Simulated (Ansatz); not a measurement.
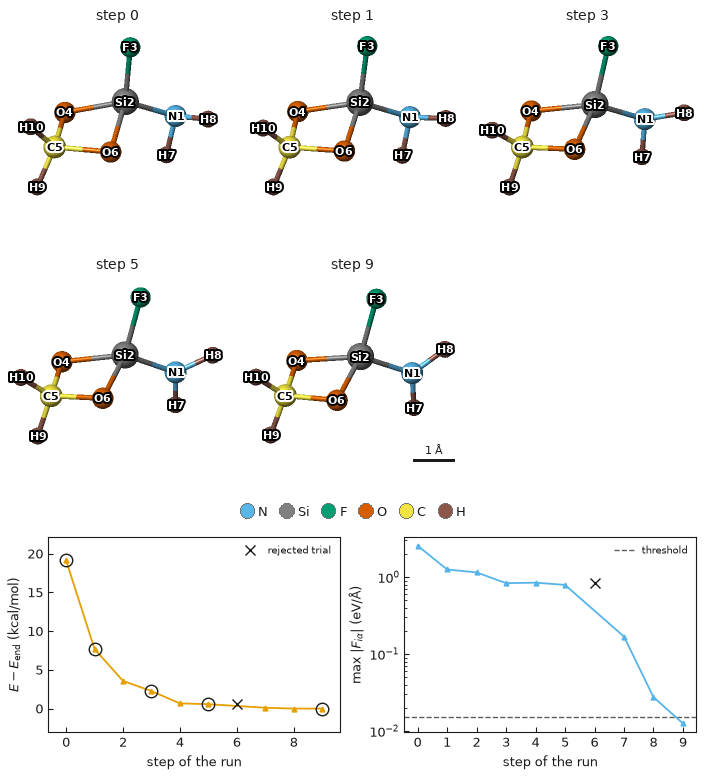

Frames of a relaxation of CH₄FNO₂Si, marked on the history of the run. A ball-and-stick model, seen at a tilt.

The run prepares an end point of a later path (inversion) calculation, from a guessed geometry.

All numbers below come from RKS r2SCAN/def2-SVP (Ansatz 0.2.0).

Input file:
```yaml
crystal:
  periodic: [false, false, false]
  atoms:
    - { symbol: "N", position_ang: [-0.3085, -1.9556, -0.1058] }
    - { symbol: Si, position_ang: [0.5208, -0.5133, -0.0441] }
    - { symbol: F, position_ang: [2.0404, -0.6368, 0.2073] }
    - { symbol: O, position_ang: [0.1718, 0.5831, -1.179] }
    - { symbol: C, position_ang: [-0.1503, 1.5492, -0.1504] }
    - { symbol: O, position_ang: [-0.2134, 0.5799, 0.9306] }
    - { symbol: H, position_ang: [-1.3098, -1.6616, -0.2038] }
    - { symbol: H, position_ang: [-0.2309, -2.3768, 0.7633] }
    - { symbol: H, position_ang: [-1.1022, 2.0956, -0.2292] }
    - { symbol: H, position_ang: [0.6652, 2.2851, 0.0141] }
basis:
  gaussian: { orbitals: def2-SVP }
hamiltonian:
  xc: r2scan
relax:
  f_tol: 0.015
  max_steps: 40
```

Run as
```bash
ansatz run input.yaml --threads 2 --pin off --max-ram 3072MiB --backend cpu --events-out ev --progress --plain --runs-dir out
```

### What happens along the run?

The atom that moves furthest after the best rigid fit is H8 (0.68 Å). By element the largest moves are H 0.68 Å, O 0.35 Å, F 0.29 Å, N 0.26 Å, Si 0.19 Å, C 0.12 Å. Near-neighbour distances that change, for instance: Si2–F3 1.545 → 1.611 Å, Si2–O4 1.616 → 1.682 Å, N1–H8 0.969 → 1.013 Å, Si2–O6 1.638 → 1.682 Å. Bond angles that change, for instance: Si2–N1–H7 103.7° → 123.8°, Si2–N1–H8 107.7° → 122.7°, N1–Si2–F3 115.3° → 104.8°. After 8 accepted moves (9 points after the start) the energy has fallen by 19.1 kcal/mol. The largest force component goes from 2.6 to 0.013 eV/Å. The line search rejected the trial step at point 6 of the run. From step 0 to 1: O6 moves most (0.12 Å), energy −11.4 kcal/mol. From step 1 to 3: H8 moves most (0.23 Å), energy −5.44 kcal/mol. From step 3 to 5: H8 moves most (0.21 Å), energy −1.69 kcal/mol. From step 5 to 9: H8 moves most (0.21 Å), energy −0.57 kcal/mol.
